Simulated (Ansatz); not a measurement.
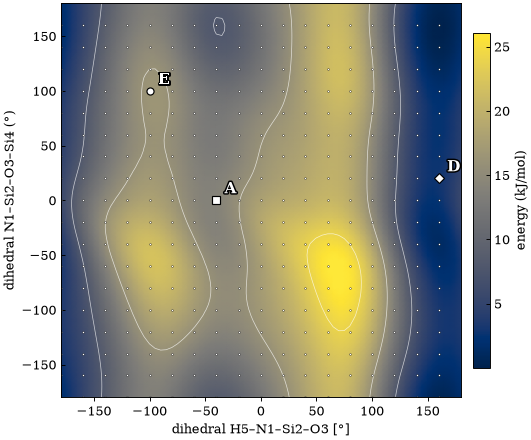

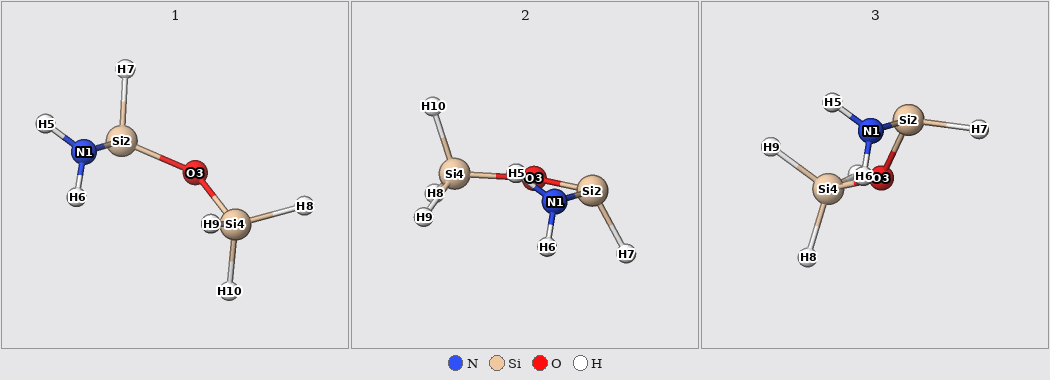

H6NOSi2, SMILES N[SiH]O[SiH3], spin multiplicity 2. First axis: dihedral H5–N1–Si2–O3. Second axis: dihedral N1–Si2–O3–Si4. Nothing is relaxed (all other coordinates rigid). Grid: 18 × 18 points. Energies: kJ/mol, counted from the relaxed molecule at the same level. Level of theory: UKS PBE-D4/def2-SVP (Ansatz 0.2.0).

In the figure: a smooth colour map with a few white contour lines, dots at the grid points, lettered points. Between grid points the surface is interpolated. The numbered pictures are the structures at these points, in random order.

### Which structure belongs to which point?

A is structure 2: dihedral H5–N1–Si2–O3 = −40°, dihedral N1–Si2–O3–Si4 = 0°, 14.0 kJ/mol; D is structure 1: dihedral H5–N1–Si2–O3 = 160°, dihedral N1–Si2–O3–Si4 = 20°, 2.8 kJ/mol; E is structure 3: dihedral H5–N1–Si2–O3 = −100°, dihedral N1–Si2–O3–Si4 = 100°, 16.5 kJ/mol.
